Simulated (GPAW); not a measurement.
# BLYP-D3(BJ)/dzp (scalar-relativistic datasets, max step 0.3) run of H3PO (SMILES O=[PH3])

Wanted: a geometry optimisation of H3PO. The job is set up through an ASE script.

The results are computed with GPAW 26.7.0.

6 further runs of the same task are left out: 6 set aside as unsound or not needed.

### 1 The system as given

H3PO: 5 atoms, total charge 0, spin state singlet. SMILES: `O=[PH3]`. The shape is built from the SMILES string. The run starts from this shape.

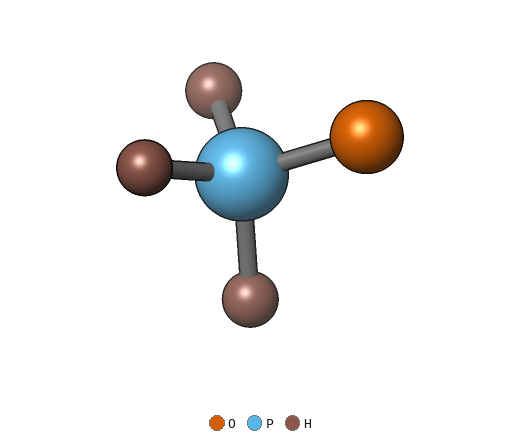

The structure, seen from a chosen angle (oxygen orange, phosphorus blue, hydrogen brown).

### 2 A geometry optimisation at BLYP-D3(BJ)/dzp (scalar-relativistic datasets, max step 0.3)

The input, h3op.py:

```python
from ase import Atoms
from ase.calculators.mixing import SumCalculator
from ase.io import write
from ase.optimize import LBFGS
from dftd3.ase import DFTD3
from gpaw import GPAW, setup_paths
from gpaw.atom.configurations import parameters
from gpaw.atom.generator import Generator
from rdkit import Chem
from rdkit.Chem import AllChem

# Set up the molecule
rd = Chem.AddHs(Chem.MolFromSmiles('O=[PH3]'))
AllChem.EmbedMolecule(rd, randomSeed=885)
AllChem.UFFOptimizeMolecule(rd)
atoms = Atoms([a.GetSymbol() for a in rd.GetAtoms()], positions=rd.GetConformer().GetPositions())
write('start.xyz', atoms)
atoms.center(vacuum=5.0)

# Generate the setups first
for symbol in ['H', 'O', 'P']:
    Generator(symbol, xcname='BLYP', scalarrel=True, nofiles=True, txt=None).run(**parameters[symbol])
setup_paths.insert(0, '.')

# Ground state
calc = GPAW(mode='lcao',
            basis='dzp',
            h=0.2,
            xc='BLYP',
            maxiter=100,
            poissonsolver={'name': 'MomentCorrectionPoissonSolver', 'poissonsolver': 'fast', 'moment_corrections': 9},
            symmetry='off',
            txt='-')
atoms.calc = SumCalculator([DFTD3(method='BLYP', damping='d3bj'), calc])

opt = LBFGS(atoms, trajectory='h3op.traj', maxstep=0.3)
converged = opt.run(fmax=0.02, steps=100)
print('Converged:', converged)
print(f'Final energy: {atoms.get_potential_energy():.5f} eV')
write('relaxed.xyz', atoms)
```

Run with:

```console
$ python h3op.py
```

What it wrote:

```text
[...]
Number of symmetries: 1
[...]
  Number of IBZ points: 1
[...]
basis functions: 41
Spin-components: 1 (collinear spins)
Bands:           11
[...]
  Valence electrons: 14.0
[...]
  Grid points: [60 60 60]
  Charge: 0.0  # |e|
[...]
    cutoffs:
[...]
occupation numbers:
  # Zero width
[...]
xc functional:
  name: BLYP with 2 nearest neighbor stencil
[...]
|iter     |     time |      energy | eigst |  dens |
[...]
|iter:   1| 00:00:08 |  -21.909827 |      c|       |
[...]
Converged in 9 steps
[...]
dipole moment: (-0.776027, -0.043417, -0.080372)  # |e|*Ang
Fermi level: -3.072
[...]
Converged in 8 steps
[...]
Converged in 7 steps
[...]
Converged in 7 steps
[...]
Converged in 6 steps
[...]
|iter:   4| 00:00:47 |  -19.951614c|      c| -4.71c|
Converged in 4 steps
[...]
Energy contributions relative to reference atoms: (reference = -11388.423327)
Energy contributions:
  Kinetic:          10.638035
  Coulomb:         -11.227656
  Zero:              0.191375
  External:          0.000000
  Xc:              -19.553368
  Entropy:           0.000000
  Spinorbit:         0.000000
  ----------------------------
  Free energy:     -19.951614
  Extrapolated:    -19.951614
dipole moment: (-0.658022, -0.039716, -0.068985)  # |e|*Ang
Fermi level: -3.250
Eigenvalues  # (at kpt = [0.000, 0.000, 0.000])
| band index |      eig [eV] | occ [0-2] |
|------------|---------------|-----------|
|          0 |       -23.695 |     2.000 |
|          1 |       -15.847 |     2.000 |
|          2 |       -10.482 |     2.000 |
|          3 |       -10.477 |     2.000 |
|          4 |        -8.984 |     2.000 |
|          5 |        -6.357 |     2.000 |
|          6 |        -6.354 |     2.000 |
|          7 |        -0.145 |     0.000 |
|          8 |         0.621 |     0.000 |
|          9 |         1.119 |     0.000 |
|         10 |         1.122 |     0.000 |
Gap: 6.209 eV
Transition (v -> c):
[...]
Forces  # eV/Ang
|        x |        y |        z |
|----------|----------|----------|
|  0.01010 |  0.00648 |  0.00118 |  # O    0
| -0.00050 |  0.00255 | -0.00113 |  # P    1
|  0.00048 | -0.00645 |  0.00349 |  # H    2
|  0.00852 | -0.00366 | -0.00902 |  # H    3
| -0.01560 |  0.00223 |  0.00023 |  # H    4
Force computation time: 0.080  # s
LBFGS:    8 hh:mm:ss      -20.088660        0.012912
Converged: True
Final energy: -20.08866 eV
```

It took 48 s on 1 thread of Arm Neoverse V2, shared host; peak memory 0.81 GiB.

The path in brief:

```
step  energy from the first frame kept (eV)  largest force (eV/Å)
   0                                 0.0000                3.1249
   1                                -0.1397                2.4863
   2                                -0.2829                1.2150
   3                                -0.3254                0.6021
   4                                -0.3479                0.5201
   5                                -0.3707                0.5359
   6                                -0.3783                0.2967
   7                                -0.3794                0.0247
   8                                -0.3794                0.0129
```

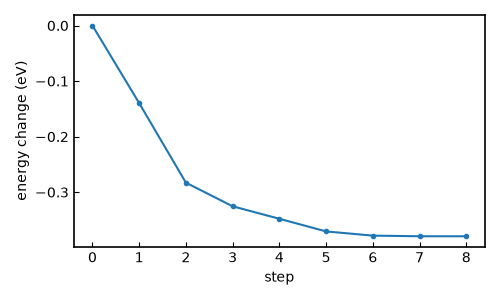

Energy along the run.

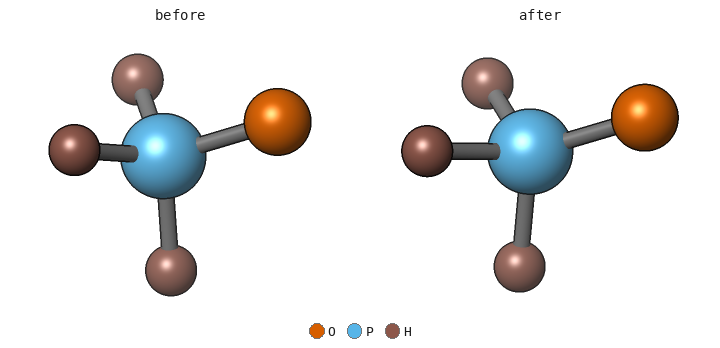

Before and after, at one scale.

After the run. Bond lengths: O1–P2 1.512 Å, P2–H3 1.446 Å, P2–H4 1.446 Å, P2–H5 1.446 Å. Angles: O1–P2–H3 118.2°, O1–P2–H4 118.4°, O1–P2–H5 118.2°, H3–P2–H4 99.4°, H3–P2–H5 99.5°, H4–P2–H5 99.3°.

### 3 Summary of results

Level: BLYP-D3(BJ)/dzp (scalar-relativistic datasets, max step 0.3).

```
                                              quantity          value
energy as printed (from the program's reference atoms)    -20.0887 eV
                                         dipole moment         3.18 D
                                           HOMO energy       -6.35 eV
                                           LUMO energy       -0.15 eV
                                         HOMO–LUMO gap        6.21 eV
                                     dispersion energy  -13.22 kJ/mol
```

At the final geometry: Bond lengths: O1–P2 1.512 Å, P2–H3 1.446 Å, P2–H4 1.446 Å, P2–H5 1.446 Å. Angles: O1–P2–H3 118.2°, O1–P2–H4 118.4°, O1–P2–H5 118.2°, H3–P2–H4 99.4°, H3–P2–H5 99.5°, H4–P2–H5 99.3°. The optimisation took 8 steps and changed the energy by -0.379 eV.
